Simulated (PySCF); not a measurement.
**Two runs on C4HF4N**

System: C4HF4N.
Method of run 1: GIAO CAM-B3LYP/3-21G NMR shielding, non-relativistic, gas phase (PySCF 2.14.0).

The geometry comes from this level: GFN2-xTB. Text and figures count atoms from 1; the logs count them from 0 in places.

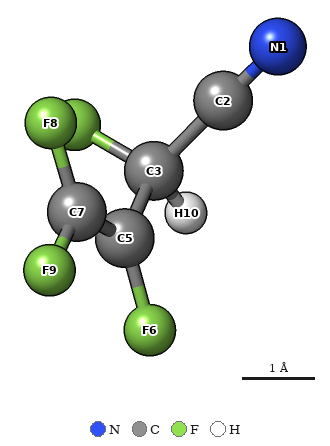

**Figure 1.** The structure (ball-and-stick view, seen at a tilt; atoms are numbered from 1 in the order of the input).

### Input, run 1
```
{"job": {"kind": "nmr", "xc": "CAM-B3LYP", "basis": "3-21G", "pop": false}, "charge": 0, "multiplicity": 1}
N      0.690153     2.367585    -1.192877
C      0.675307     1.241749    -1.015718
C      0.663490    -0.197134    -0.769028
F     -0.095587    -0.832190    -1.722912
C      0.128461    -0.489659     0.612866
F      1.004892    -1.049456     1.460725
C     -1.117380    -0.242099     1.011130
F     -2.025456     0.317086     0.238730
F     -1.602102    -0.517119     2.202724
H      1.687105    -0.594108    -0.848167
```

The first line tells a small driver script what to run in PySCF; the rest is the geometry in Å.

Launched with:
```bash
OMP_NUM_THREADS=1 python <driver script> task.json out
```

Hardware: 1 CPU thread, shared host.

### Output (run 1)
```
coarse grid: 10376 points
cycle   1  E = -603.1698905593  dE =  1.585e+00  |g| = 1.084e+00  |ddm| = 3.670e+00
cycle   2  E = -602.9218686032  dE =  2.480e-01  |g| = 1.676e+00  |ddm| = 3.001e+00
cycle   3  E = -603.4182179226  dE = -4.963e-01  |g| = 1.706e-01  |ddm| = 1.791e+00
cycle   4  E = -603.4226290695  dE = -4.411e-03  |g| = 8.924e-02  |ddm| = 1.835e-01
cycle   5  E = -603.4242274657  dE = -1.598e-03  |g| = 1.337e-02  |ddm| = 8.994e-02
cycle   6  E = -603.4242617663  dE = -3.430e-05  |g| = 4.281e-03  |ddm| = 1.559e-02
cycle   7  E = -603.4242656215  dE = -3.855e-06  |g| = 1.243e-03  |ddm| = 5.658e-03
final grid: 107616 points
cycle   8  E = -603.5366045835  dE = -1.782e-05  |g| = 3.884e-03  |ddm| = 1.155e-02
cycle   9  E = -603.5366035932  dE =  9.904e-07  |g| = 4.714e-03  |ddm| = 7.790e-03
cycle  10  E = -603.5366070319  dE = -3.439e-06  |g| = 4.179e-04  |ddm| = 4.617e-03
cycle  11  E = -603.5366070505  dE = -1.863e-08  |g| = 3.419e-04  |ddm| = 5.800e-04
cycle  12  E = -603.5366070743  dE = -2.380e-08  |g| = 4.619e-05  |ddm| = 2.952e-04
cycle  13  E = -603.5366070749  dE = -5.928e-10  |g| = 1.358e-05  |ddm| = 6.493e-05
converged SCF energy = -603.5366070749

GIAO shielding tensors (ppm)
atom      isotropic    diamagn.    paramagn.     s11        s22        s33       span
  0 N        5.189     343.047    -337.858   -145.928   -119.220    280.715    426.643
  1 C      103.524     255.403    -151.879      5.934     10.160    294.478    288.544
  2 C      136.783     235.684     -98.901    113.389    126.881    170.078     56.690
  3 F      417.413     463.517     -46.104    376.267    412.964    463.009     86.742
  4 C       84.478     247.506    -163.027     51.504     86.612    115.319     63.814
  5 F      386.476     464.223     -77.747    329.129    410.431    419.869     90.739
  6 C       57.212     248.045    -190.832      2.541     76.853     92.242     89.702
  7 F      307.242     474.186    -166.944    291.302    305.246    325.176     33.874
  8 F      298.818     467.684    -168.865    259.122    299.901    337.433     78.311
  9 H       27.537      26.954       0.583     25.443     26.222     30.946      5.503
```

For run 2 the input was changed thus:
```diff
-"xc": "CAM-B3LYP"
-"basis": "3-21G"
+"xc": "BLYP"
+"basis": "6-31++G**"
+"scf": {"conv": 1e-06}
```

How does run 2 compare with run 1?

The total energies belong to different models, so their difference says nothing on which is more stable or more accurate. The HOMO goes from −9.06 to −6.86 eV. The LUMO goes from 0.41 to −2.37 eV. The dipole moment goes from 2.11 to 2.34 D. Of all shieldings, the largest change is that of F4, by −54.1 ppm. The functional changes from CAM-B3LYP to BLYP. The SCF takes 9 iterations against 13. The basis functions go from 83 to 168.

### Output (run 2)
```
final grid: 107616 points
cycle   1  E = -606.8488160303  dE =  1.488e+00  |g| = 8.823e-01  |ddm| = 4.778e+00
cycle   2  E = -606.0467118947  dE =  8.021e-01  |g| = 2.207e+00  |ddm| = 3.167e+00
cycle   3  E = -606.9624334551  dE = -9.157e-01  |g| = 3.806e-01  |ddm| = 2.365e+00
cycle   4  E = -606.9885909010  dE = -2.616e-02  |g| = 1.572e-01  |ddm| = 4.862e-01
cycle   5  E = -606.9933794251  dE = -4.789e-03  |g| = 5.389e-02  |ddm| = 1.940e-01
cycle   6  E = -606.9939200352  dE = -5.406e-04  |g| = 1.962e-02  |ddm| = 8.940e-02
cycle   7  E = -606.9939835750  dE = -6.354e-05  |g| = 6.996e-03  |ddm| = 3.725e-02
cycle   8  E = -606.9939960438  dE = -1.247e-05  |g| = 2.058e-03  |ddm| = 1.291e-02
cycle   9  E = -606.9939969610  dE = -9.171e-07  |g| = 3.222e-04  |ddm| = 3.009e-03
converged SCF energy = -606.9939969610

GIAO shielding tensors (ppm)
atom      isotropic    diamagn.    paramagn.     s11        s22        s33       span
  0 N       -0.969     317.732    -318.701   -150.454   -118.845    266.392    416.846
  1 C       89.918     272.954    -183.036    -11.924     -5.653    287.330    299.255
  2 C      113.194     240.083    -126.889     84.308    102.613    152.661     68.353
  3 F      363.280     462.903     -99.624    295.934    387.077    406.829    110.895
  4 C       62.237     243.292    -181.055     30.802     60.630     95.279     64.477
  5 F      346.258     466.983    -120.725    296.962    365.583    376.229     79.267
  6 C       33.794     244.398    -210.604    -11.765     45.792     67.356     79.120
  7 F      271.879     473.998    -202.119    259.468    270.435    285.734     26.266
  8 F      258.265     469.926    -211.660    227.977    266.973    279.847     51.870
  9 H       25.797      24.219       1.577     24.099     24.881     28.410      4.311
```

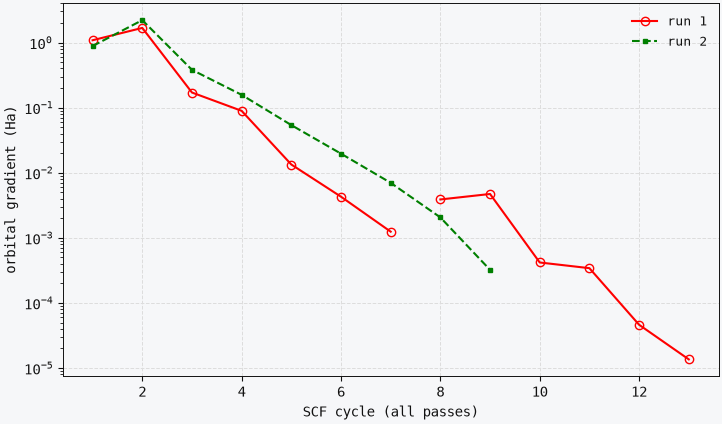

**Figure 2.** Convergence of the two runs: orbital gradient against the SCF cycle. A break in a curve parts two SCF passes (coarse and final grid). Run 1 takes 13 cycles in all, and run 2 takes 9.

### The two runs side by side

| quantity | run 1 | run 2 |
| --- | --- | --- |
| outcome | converged | converged |
| total energy (hartree) | −603.536607 | −606.993997 |
| HOMO (eV) | −9.06 | −6.86 |
| LUMO (eV) | 0.41 | −2.37 |
| dipole moment (D) | 2.11 | 2.34 |
| shielding of C3 (ppm) | 136.8 | 113.2 |
| shielding of F4 (ppm) | 417.4 | 363.3 |
| shielding of C5 (ppm) | 84.5 | 62.2 |
| shielding of F6 (ppm) | 386.5 | 346.3 |
| shielding of C7 (ppm) | 57.2 | 33.8 |
| shielding of F8 (ppm) | 307.2 | 271.9 |
| shielding of F9 (ppm) | 298.8 | 258.3 |
| SCF iterations | 13 | 9 |
| basis functions | 83 | 168 |
| wall time (shared host) | 30 s | 58 s |
